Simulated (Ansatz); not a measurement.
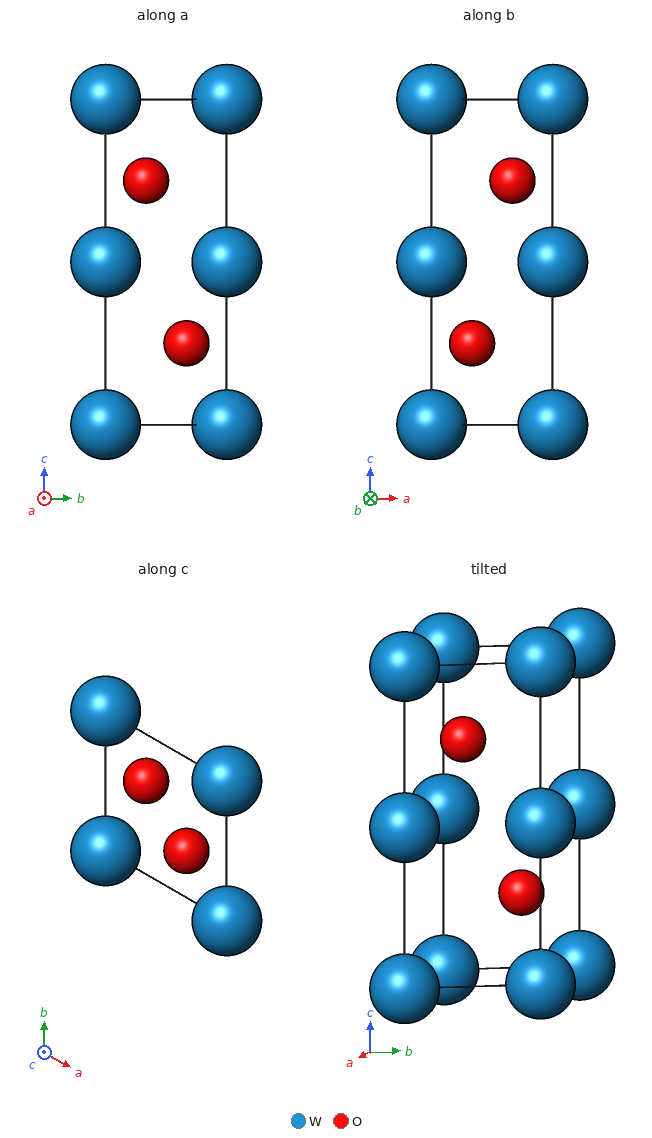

The figure gives a spheres-only picture of the atoms, viewed along the a axis, along the b axis, along the c axis and slightly off an axis. The box is the conventional unit cell; atoms on or close to its faces, edges and corners are drawn wherever they repeat.

Lattice parameters: a = 2.805 Å, b = 2.805 Å, c = 6.520 Å, α = 90.00°, β = 90.00°, γ = 120.00°. Put a along x and b in the xy plane.

Question: Reconstruct the structure as a POSCAR file.

Answer:
```
W O
1.0
     2.805    0.000    0.000
    -1.402    2.429    0.000
     0.000    0.000    6.520
W O
2 2
Direct
  0.0000 0.0000 0.0000
  0.0000 0.0000 0.5000
  0.3333 0.6667 0.2500
  0.6667 0.3333 0.7500
```

Starting structure: a structure type filled with these elements by a generator (whether the compound takes this form wasn't checked). Earlier steps of the study, as a rule a relaxation of our own, may have changed the cell and positions, so they can lie some per cent off the listed ones. It was run through Ansatz as a DFT input.

At this level of theory the run's own cell isn't at rest (stretched, at -16 GPa), so its distances can differ from those at equilibrium, the more so the softer the solid.
